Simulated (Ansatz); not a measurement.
# Decaying states in the gap of H3SeI, part 2 of 3

Wanted: the relaxed cell of H3SeI, its band edges and its decay constants. It is built by putting Se for O, I for Cl in the H3ClO structure of space group R3m, with the volume rescaled by atomic radii. The parent structure comes from the Materials Project.

Ansatz 0.2.0; PBE DFT, plane waves, PAW files (the session's first sound run).

So far. Step 2 (Relaxing the new crystal): The largest force component on a free atom ends at 0.0066 eV/Å.

The structure was built from a prototype and need not be the compound's stable phase.

### 3. The bulk crystal and its band edges

The energy window and the wavevectors of the next steps follow from the band edges, so these are searched first, off the mesh as well.

input.yaml reads:

```yaml
crystal:
  lattice:
    - [2.8658150672, 1.6545791005, 4.2307721737]
    - [-2.8658150672, 1.6545791005, 4.2307721737]
    - [0.0, -3.3091582011, 4.2307721737]
  atoms:
    - { symbol: H, position: [0.6729476162, 0.2847195979, 0.2847195979] }
    - { symbol: H, position: [0.2847195979, 0.6729476162, 0.2847195979] }
    - { symbol: H, position: [0.2847195979, 0.2847195979, 0.6729476162] }
    - { symbol: I, position: [-0.0208457733, -0.0208457733, -0.0208457733] }
    - { symbol: Se, position: [0.4824599613, 0.4824599613, 0.4824599613] }
kpoints:
  mp_grid: { grid: [6, 6, 6] }
  band_path: { path: [VBM, CBM], npoints: 30 }
scf:
  occupations: { method: fixed }
hamiltonian:
  xc: pbe
output:
  eigenvalues: true
  write_potential: true
  write_density: true
  volumetric_format: npy
```

On the command line:

```console
ansatz run input.yaml --threads 2 --pin off --max-ram 4096MiB --backend cpu --events-out ev --progress --plain --runs-dir out
```

Numbers of over 12 decimals in the logs are rounded to 6 here.

Log:

```text
[...]
Crystal: 5 atoms, lattice volume = 120.367 Å³
Basis set: ecut = 420 eV, 2349 PW (Γ)
Bands: 23, of which v1, the nominal top of the filled ones, is band 18 counted from 1 (17 counted from 0)
Symmetry: 6 space group operations
[...]
k-points: 32 of 216 (time reversal used)
[...]
SCF iter   1: F=—  HF=-13029.758240 eV  |F-HF|=—  |Δ(HF+E_count)|=         —  Δρ=3.01e-3  dr2=2.69e-2  ethr=1.77e-3  ⟨swp⟩=5.0  Hψ=3084  notcnv=0  defer=94
[...]
SCF iter   7: F=-13029.751745 eV  HF=-13029.751745 eV  |F-HF|=5.61e-9  |Δ(HF+E_count)|=   2.72e-7  Δρ=1.35e-6  dr2=4.05e-9  ethr=2.78e-10  ⟨swp⟩=9.4  Hψ=3229  notcnv=0
SCF 1 converged in 7 iterations: F = -13029.751745 eV  dr2 = 4.05e-9
[...]
NSCF: frozen V_eff on 32 k-points
[...]
SCF converged after 7 iterations
Free energy (F): -13029.751745 eV
[...]
Internal energy: -13029.751745 eV  (E = F + TS)
E sigma→0 (E₀):  -13029.751745 eV
Fermi energy:    1.136841 eV
[...]
--- Band table (eV; the first three rows and the last of 32) ---
  k-point 0: bands = [... 14 lower, -2.4103, 0.9076, 0.9076, 0.9266, 4.9071, 4.9071, 4.9603, 7.1902, ... 1 higher]
  k-point 1: bands = [... 14 lower, -2.4084, 0.6426, 0.7404, 0.7966, 5.1868, 5.2658, 5.5118, 7.2874, ... 1 higher]
  k-point 2: bands = [... 14 lower, -2.4061, 0.2179, 0.4516, 0.5502, 5.8457, 6.0379, 6.6832, 7.5990, ... 1 higher]
  k-point 31: bands = [... 14 lower, -2.3654, 0.0144, 0.2263, 0.2263, 6.6275, 6.6275, 7.7338, 7.8998, ... 1 higher]
```

It took 14 s on 2 threads of Arm Neoverse V2, shared host; peak memory 0.36 GiB; 28 s of CPU time.

The column dr2 measures how far the density is from self-consistency, as an energy; F and HF (Harris–Foulkes) agree once it is small.

Numbers from this step:

| Property | Result |
| --- | --- |
| Fermi energy | 1.137 eV |
| gap on the k-mesh | 3.770 eV |
| gap on path | 3.770 eV, by band count; negative where bands overlap |
| direct gap on path | 3.884 eV |
| edge places on path | 0, 0.8109 1/A along the path |

The electronic bands at the labelled points (eV, zero at the Fermi level (highest filled level under fixed occupations); v1 is the highest filled band, c1 the lowest empty one):

```
point     v4     v3     v2     v1    c1    c2    c3    c4
  VBM  -3.94  -0.20  -0.16   0.00  3.88  4.07  4.86  5.06
  CBM  -3.55  -0.28  -0.23  -0.21  3.77  3.80  3.91  6.05
```

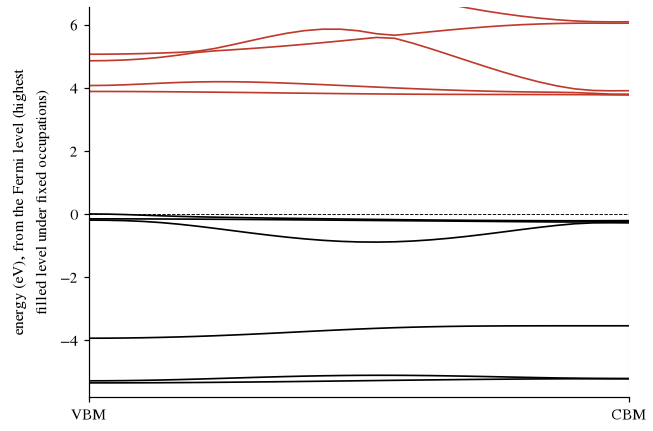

Electronic bands along the path; lines of filled and empty bands in two colours.

The searched edges give 3.77 eV, as on the mesh.

### 4. Decaying states in the gap, plane (001)

This step: PBE DFT, plane waves, PAW files; complex bands by layer matching along the plane's normal (Ansatz 0.2.0).

The same crystal is laid in a cell whose first two vectors span the (001) plane (indices of the standard conventional cell, whose axes can be ordered otherwise than in the bulk input). At fixed energy and wavevector in the plane the solver finds all kz, real and complex. A few wavevectors are listed, (0, 0) and (0, -0.0417) in units of the plane's reciprocal vectors; the slowest state needn't be among them.

input.yaml reads:

```yaml
crystal:
  lattice:
    - [5.731630134, 0.0, 0.0]
    - [2.865815067, 4.963737302, 0.0]
    - [2.865815067, 1.654579101, 4.230772174]
  atoms:
    - { symbol: H, position: [0.7152804021, 0.7152804021, 0.242386812] }
    - { symbol: H, position: [0.3270523838, 0.7152804021, 0.242386812] }
    - { symbol: H, position: [0.7152804021, 0.3270523838, 0.242386812] }
    - { symbol: I, position: [0.0208457733, 0.0208457733, 0.9374626801] }
    - { symbol: Se, position: [0.5175400387, 0.5175400387, 0.4473798839] }
kpoints:
  mp_grid: { grid: [6, 6, 6] }
scf:
  occupations: { method: fixed }
hamiltonian:
  xc: pbe
output:
  eigenvalues: true
  transmission:
    leads: [[0, 0]]
    kpoints: [[0.0, 0.0], [0.0, -0.0417]]
    e_range: [-1.0, 4.77]
    de: 0.1
```

Log:

```text
[...]
Crystal: 5 atoms, lattice volume = 120.367 Å³
Basis set: ecut = 420 eV, 2349 PW (Γ)
Bands: 23, of which v1, the nominal top of the filled ones, is band 18 counted from 1 (17 counted from 0)
Symmetry: 6 space group operations
[...]
k-points: 32 of 216 (time reversal used)
[...]
SCF iter   1: F=—  HF=-13029.758233 eV  |F-HF|=—  |Δ(HF+E_count)|=         —  Δρ=3.01e-3  dr2=2.69e-2  ethr=1.77e-3  ⟨swp⟩=5.0  Hψ=3087  notcnv=0  defer=93
[...]
SCF iter   7: F=-13029.751743 eV  HF=-13029.751743 eV  |F-HF|=6.15e-9  |Δ(HF+E_count)|=   2.64e-7  Δρ=1.35e-6  dr2=4.25e-9  ethr=2.78e-10  ⟨swp⟩=9.5  Hψ=3257  notcnv=0
SCF 1 converged in 7 iterations: F = -13029.751743 eV  dr2 = 4.25e-9
[...]
transmission: 6 of 12 steps passed
transmission: 12 of 12 steps passed
SCF converged after 7 iterations
Free energy (F): -13029.751743 eV
[...]
Internal energy: -13029.751743 eV  (E = F + TS)
E sigma→0 (E₀):  -13029.751743 eV
Fermi energy:    1.136847 eV
[...]
--- Band table (eV; the first three rows and the last of 32) ---
  k-point 0: bands = [... 14 lower, -2.4103, 0.9076, 0.9076, 0.9266, 4.9071, 4.9071, 4.9604, 7.1902, ... 1 higher]
  k-point 1: bands = [... 14 lower, -2.3976, 0.6435, 0.7092, 0.7092, 5.3011, 5.3011, 5.5738, 7.5126, ... 1 higher]
  k-point 2: bands = [... 14 lower, -2.3752, 0.1997, 0.3734, 0.3734, 6.1331, 6.1331, 6.8470, 7.6286, ... 1 higher]
  k-point 31: bands = [... 14 lower, -2.6431, 0.2975, 0.7380, 0.9231, 5.3360, 5.7629, 7.1668, 7.4885, ... 1 higher]
--- Transmission ---
  basis      : 253 plane waves across, 6 finite elements along
  points     : 2, as listed
  energies   : 58 from -1.000000 to 4.700000 eV about the Fermi level, 0.100000 eV apart; the leads are filled to 1.885124 eV, and channels, transmission and decay are at 1.900000 eV
  crystal 0  : I1H3Se1, at the sites [0, 0], period 4.2308 Å: whole cells are its period
    offset         : up to 0.0000 Å between an atom of the period and one for which it stands
    channels       : 0.000000e0 a spin
    conductance    : none, the energies end too early or step too widely for 300 K: set another output.transmission.e_range or a lower de, or, where they end at an eighth of basis.ecutwfc, a higher one
    slowest decay  : 0.3299 /Å at (0.0000, 0.0000)
```

Run time: 35 s. Hardware: 2 threads; peak memory 0.78 GiB.

This step gave:

```yaml
level_to_which_the_leads_are_filled: 1.885 eV from the Fermi level
decay_constant_at_the_filling_level_zone_centre: 0.3299 Å⁻¹
decay_constant_at_the_filling_level_slowest_listed_point: 0.3299 Å⁻¹
```

K parallel (0, 0); values up to 1.5 1/Å, a degenerate pair printed once or twice; energies at which all values exceed this have no row. Table of Im kz of the slowest decaying states by energy, zero at the highest filled level on the SCF mesh:

```csv
energy (eV),decay 1 (Å⁻¹),decay 2 (Å⁻¹),decay 3 (Å⁻¹),decay 4 (Å⁻¹)
-1.000,0.185,0.833,1.07,-
-0.500,0.823,1.04,-,-
0.000,0.181,0.227,0.809,1.00
0.500,0.288,0.348,0.790,0.967
1.000,0.327,0.393,0.768,0.928
1.500,0.337,0.404,0.743,0.884
2.000,0.326,0.393,0.714,0.838
2.500,0.298,0.359,0.682,0.787
3.000,0.250,0.299,0.645,0.732
3.500,0.165,0.189,0.604,0.671
4.000,0.558,0.604,1.43,-
4.500,0.504,0.527,1.39,-
```

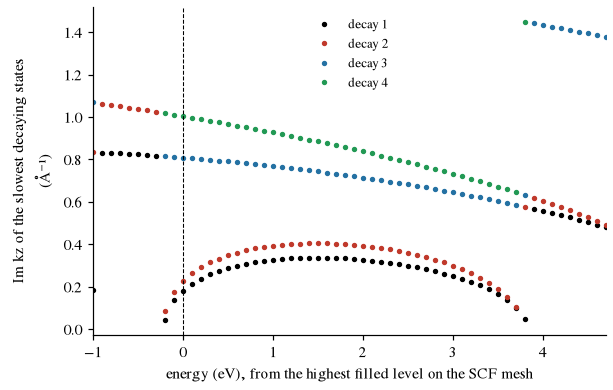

Im kz of the slowest decaying states, plotted against energy.

K parallel (0, -0.0417); values up to 1.5 1/Å, a degenerate pair printed once or twice; energies at which all values exceed this have no row. Table of Im kz of the slowest decaying states by energy, zero at the highest filled level on the SCF mesh:

```
energy (eV)  decay 1 (Å⁻¹)  decay 2 (Å⁻¹)  decay 3 (Å⁻¹)  decay 4 (Å⁻¹)
      -1.00          0.183          0.188          0.834          0.834
       0.00          0.196          0.211          0.227          0.809
       1.00          0.347          0.374          0.393          0.768
       2.00          0.346          0.376          0.393          0.713
       3.00          0.265          0.287          0.299          0.644
       4.00          0.556          0.557          0.607          0.611
```

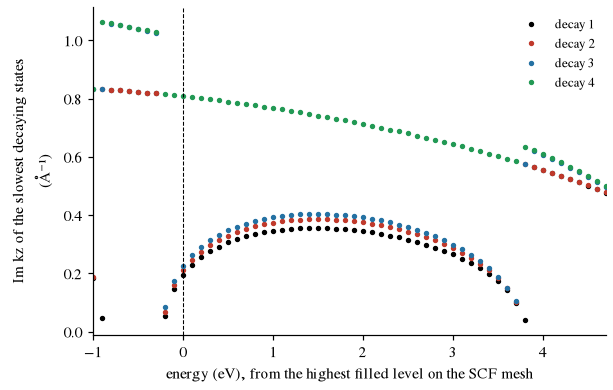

Im kz of the slowest decaying states against energy.

At the listed wavevectors the last open channel is at -0.30 eV and the next at +3.80 eV on the grid. At +1.90 eV, the grid energy nearest the filling level (the middle of the gap on the SCF mesh), the slowest state at the listed wavevectors decays with κ = 0.330 Å⁻¹, its amplitude falling by e over 3.0 Å. Through 1 nm of this crystal that state's transmission falls by exp(−2 × 0.330 Å⁻¹ × 10 Å) = 0.0014.

### 5. Decaying states in the gap, plane (101)

The same for the (101) plane, at (0, 0), (-0.0417, 0) and (-0.5, 0), to see how the decay depends on direction.

input.yaml reads:

```yaml
crystal:
  lattice:
    - [5.371215988, 0.0, 0.0]
    - [2.313101766, 4.847630494, 0.0]
    - [2.313101766, 1.459213819, 4.622793142]
  atoms:
    - { symbol: H, position: [0.2847195979, 0.2847195979, 0.6729476162] }
    - { symbol: H, position: [0.6729476162, 0.2847195979, 0.2847195979] }
    - { symbol: H, position: [0.2847195979, 0.6729476162, 0.2847195979] }
    - { symbol: I, position: [0.9791542267, 0.9791542267, 0.9791542267] }
    - { symbol: Se, position: [0.4824599613, 0.4824599613, 0.4824599613] }
kpoints:
  mp_grid: { grid: [6, 6, 6] }
scf:
  occupations: { method: fixed }
hamiltonian:
  xc: pbe
output:
  eigenvalues: true
  transmission:
    leads: [[0, 0]]
    kpoints: [[0.0, 0.0], [-0.0417, 0.0], [-0.5, 0.0]]
    e_range: [-1.0, 4.77]
    de: 0.12
```

Log:

```text
[...]
Crystal: 5 atoms, lattice volume = 120.367 Å³
Basis set: ecut = 420 eV, 2349 PW (Γ)
Bands: 23, of which v1, the nominal top of the filled ones, is band 18 counted from 1 (17 counted from 0)
Symmetry: 6 space group operations
[...]
k-points: 32 of 216 (time reversal used)
[...]
SCF iter   1: F=—  HF=-13029.758245 eV  |F-HF|=—  |Δ(HF+E_count)|=         —  Δρ=3.01e-3  dr2=2.69e-2  ethr=1.77e-3  ⟨swp⟩=5.0  Hψ=3084  notcnv=0  defer=93
[...]
SCF iter   7: F=-13029.751745 eV  HF=-13029.751745 eV  |F-HF|=5.66e-9  |Δ(HF+E_count)|=   2.74e-7  Δρ=1.35e-6  dr2=4.09e-9  ethr=2.78e-10  ⟨swp⟩=9.5  Hψ=3244  notcnv=0
SCF 1 converged in 7 iterations: F = -13029.751745 eV  dr2 = 4.09e-9
[...]
transmission: 6 of 18 steps passed
transmission: 12 of 18 steps passed
transmission: 18 of 18 steps passed
SCF converged after 7 iterations
Free energy (F): -13029.751745 eV
[...]
Internal energy: -13029.751745 eV  (E = F + TS)
E sigma→0 (E₀):  -13029.751745 eV
Fermi energy:    1.136841 eV
[...]
--- Band table (eV; the first three rows and the last of 32) ---
  k-point 0: bands = [... 14 lower, -2.4103, 0.9076, 0.9076, 0.9266, 4.9071, 4.9071, 4.9603, 7.1902, ... 1 higher]
  k-point 1: bands = [... 14 lower, -2.4084, 0.6426, 0.7404, 0.7966, 5.1868, 5.2658, 5.5118, 7.2874, ... 1 higher]
  k-point 2: bands = [... 14 lower, -2.4061, 0.2179, 0.4516, 0.5502, 5.8457, 6.0379, 6.6832, 7.5990, ... 1 higher]
  k-point 31: bands = [... 14 lower, -2.3654, 0.0144, 0.2263, 0.2263, 6.6275, 6.6275, 7.7338, 7.8998, ... 1 higher]
--- Transmission ---
  basis      : 227 plane waves across, 6 finite elements along
  points     : 3, as listed
[...]
crystal 0  : Se1H3I1, at the sites [0, 0], period 4.6228 Å: whole cells are its period
[...]
channels       : 0.000000e0 a spin
[...]
slowest decay  : 0.3265 /Å at (0.0000, 0.0000)
```

The job ended after 34 s (2 threads; peak memory 0.66 GiB).

This step gave:

```
decay constant at the filling level, zone centre          : 0.3265 Å⁻¹
decay constant at the filling level, slowest listed point : 0.3265 Å⁻¹
```

K parallel (0, 0); values up to 1.5 1/Å, a degenerate pair printed once or twice; energies at which all values exceed this have no row. Table of Im kz of the slowest decaying states by energy, zero at the highest filled level on the SCF mesh:

```csv
energy (eV),decay 1 (Å⁻¹),decay 2 (Å⁻¹),decay 3 (Å⁻¹),decay 4 (Å⁻¹)
-1.00,0.256,0.332,0.998,0.999
-0.04,0.173,0.208,0.213,0.935
1.04,0.324,0.386,0.421,0.861
2.00,0.323,0.381,0.416,0.788
2.96,0.254,0.295,0.321,0.706
4.04,0.598,0.623,0.640,-
```

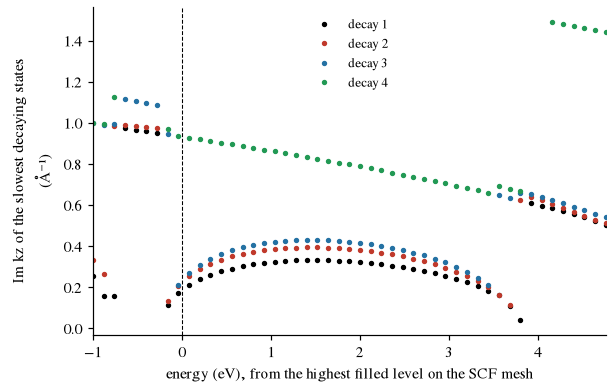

Im kz of the slowest decaying states, plotted against energy.

K parallel (-0.0417, 0); values up to 1.5 1/Å, a degenerate pair printed once or twice; energies at which all values exceed this have no row. The Im kz of the slowest decaying states by energy, zero at the highest filled level on the SCF mesh:

```csv
energy (eV),decay 1 (Å⁻¹),decay 2 (Å⁻¹),decay 3 (Å⁻¹),decay 4 (Å⁻¹)
-1.00,0.253,0.323,0.987,1.00
-0.04,0.190,0.191,0.211,0.926
1.04,0.347,0.368,0.415,0.852
2.00,0.344,0.366,0.410,0.778
2.96,0.270,0.285,0.316,0.695
4.04,0.585,0.605,0.633,0.643
```

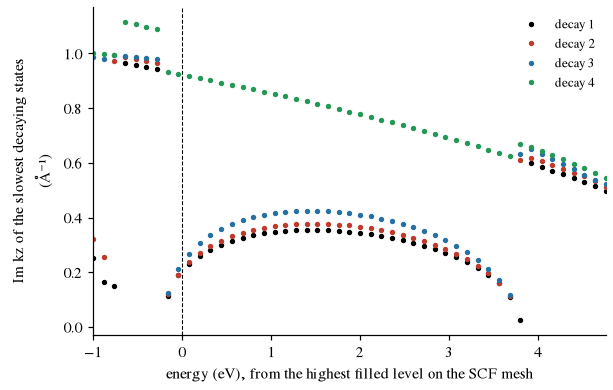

Im kz of the slowest decaying states against energy.

K parallel (-0.5, 0); values up to 1.5 1/Å, a degenerate pair printed once or twice; energies at which all values exceed this have no row. Im kz of the slowest decaying states against energy, zero at the highest filled level on the SCF mesh:

```csv
energy (eV),decay 1 (Å⁻¹),decay 2 (Å⁻¹),decay 3 (Å⁻¹),decay 4 (Å⁻¹)
-1.000,0.197,0.309,0.933,1.28
-0.520,0.896,1.23,1.46,-
-0.040,0.135,0.211,0.857,1.19
0.440,0.282,0.378,0.814,1.14
1.040,0.369,0.455,0.755,1.09
1.520,0.399,0.476,0.703,1.04
2.000,0.409,0.474,0.645,0.998
2.480,0.395,0.407,0.449,0.582
2.960,0.358,0.394,0.516,0.909
3.440,0.292,0.358,0.451,0.863
4.040,0.0692,0.291,0.363,0.803
4.520,0.197,0.270,0.752,1.00
```

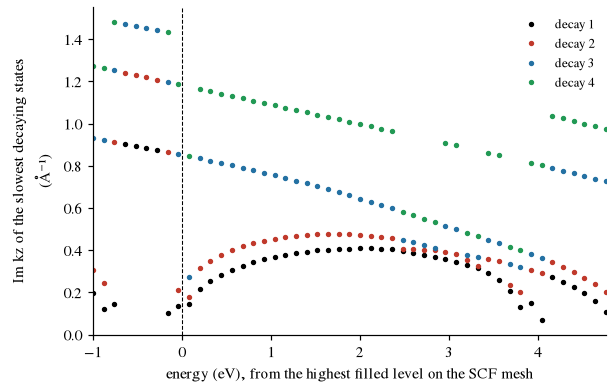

Im kz of the slowest decaying states, plotted against energy.

At the listed wavevectors the last open channel is at -0.04 eV and the next at +3.80 eV on the grid. At +1.88 eV, the grid energy nearest the filling level (the middle of the gap on the SCF mesh), the slowest state at the listed wavevectors decays with κ = 0.327 Å⁻¹, its amplitude falling by e over 3.1 Å; the first such run, plane (001), gave 0.330 Å⁻¹.

### 6. Band edges at another level, cutoff 1170.09 eV

This step: PBE DFT, plane waves, norm-conserving files (Ansatz 0.2.0).

The edges again with norm-conserving files, at the same atoms. Against that run the cutoff is 1170 eV against 420.

input.yaml reads:

```yaml
crystal:
  lattice:
    - [2.8658150672, 1.6545791005, 4.2307721737]
    - [-2.8658150672, 1.6545791005, 4.2307721737]
    - [0.0, -3.3091582011, 4.2307721737]
  atoms:
    - { symbol: H, position: [0.6729476162, 0.2847195979, 0.2847195979] }
    - { symbol: H, position: [0.2847195979, 0.6729476162, 0.2847195979] }
    - { symbol: H, position: [0.2847195979, 0.2847195979, 0.6729476162] }
    - { symbol: I, position: [-0.0208457733, -0.0208457733, -0.0208457733] }
    - { symbol: Se, position: [0.4824599613, 0.4824599613, 0.4824599613] }
kpoints:
  mp_grid: { grid: [6, 6, 6] }
  band_path: { path: [VBM, CBM], npoints: 30 }
scf:
  occupations: { method: fixed }
hamiltonian:
  xc: pbe
  pseudopotentials: { kind: nc }
output:
  eigenvalues: true
```

Log:

```text
[...]
Crystal: 5 atoms, lattice volume = 120.367 Å³
Basis set: ecut = 1170.089609 eV, 10859 PW (Γ)
Bands: 18, of which v1, the nominal top of the filled ones, is band 13 counted from 1 (12 counted from 0)
Symmetry: 6 space group operations
[...]
k-points: 32 of 216 (time reversal used)
[...]
SCF iter   1: F=—  HF=-3698.887930 eV  |F-HF|=—  |Δ(HF+E_count)|=         —  Δρ=3.25e-2  dr2=1.01e0  ethr=3.10e-3  ⟨swp⟩=5.0  Hψ=2718  notcnv=0  defer=95
[...]
SCF iter   8: F=-3698.656286 eV  HF=-3698.656286 eV  |F-HF|=2.76e-10  |Δ(HF+E_count)|=   7.70e-8  Δρ=2.84e-6  dr2=4.53e-9  ethr=3.85e-10  ⟨swp⟩=11.7  Hψ=3187  notcnv=0
SCF 1 converged in 8 iterations: F = -3698.656286 eV  dr2 = 4.53e-9
[...]
SCF converged after 8 iterations
Free energy (F): -3698.656286 eV
[...]
Internal energy: -3698.656286 eV  (E = F + TS)
E sigma→0 (E₀):  -3698.656286 eV
Fermi energy:    0.580476 eV
[...]
--- Band table (eV; the first three rows and the last of 32) ---
  k-point 0: bands = [... 9 lower, -2.9482, 0.3470, 0.3470, 0.3680, 4.3437, 4.3437, 4.3907, 6.6316, ... 1 higher]
  k-point 1: bands = [... 9 lower, -2.9460, 0.0810, 0.1797, 0.2373, 4.6229, 4.7023, 4.9431, 6.7286, ... 1 higher]
  k-point 2: bands = [... 9 lower, -2.9428, -0.3452, -0.1093, -0.0101, 5.2817, 5.4736, 6.1142, 7.0388, ... 1 higher]
  k-point 31: bands = [... 9 lower, -2.9023, -0.5488, -0.3347, -0.3347, 6.0625, 6.0625, 7.1772, 7.3291, ... 1 higher]
```

Wall time 49 s (2 threads); peak memory 0.59 GiB; 97 s of CPU time.

This step gave:

| Property | Result |
| --- | --- |
| free energy | -3698.6563 eV |
| Fermi energy | 0.5805 eV |
| gap on the k-mesh | 3.763 eV |
| gap on path | 3.763 eV, by band count; negative where bands overlap |
| direct gap on path | 3.876 eV |
| edge places on path | 0, 0.8122 1/A along the path |

The electronic bands at the labelled points (eV, zero at the Fermi level (highest filled level under fixed occupations); v1 is the highest filled band, c1 the lowest empty one):

```csv
point,v4,v3,v2,v1,c1,c2,c3,c4
VBM,-3.92,-0.20,-0.16,0.00,3.88,4.06,4.84,5.06
CBM,-3.53,-0.30,-0.23,-0.21,3.76,3.79,3.92,6.04
```

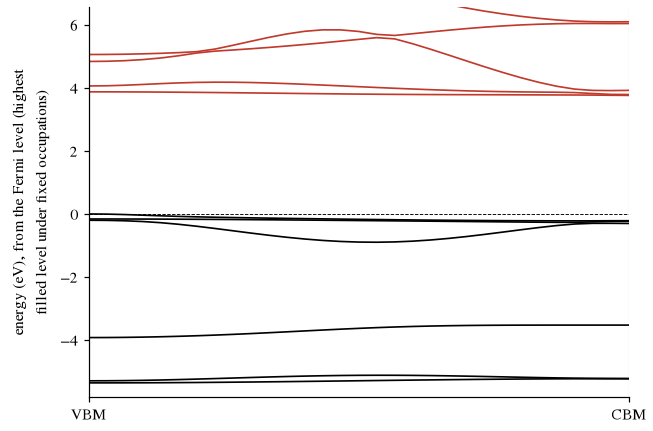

Electronic bands along the path; lines of filled and empty bands in two colours.

The searched edges give 3.76 eV, as on the mesh.

(Part 2 of 3 ends here.)

[Logs are printed without paths, hosts, clocks, repeated set-up lines and the standing remarks that a program may print on its own settings, such as how far it seeks lower states.]

[Hosts, paths, dates, database ids (printed as entryN), source tags and the programs' standing remarks are cut or masked in the printed files.]
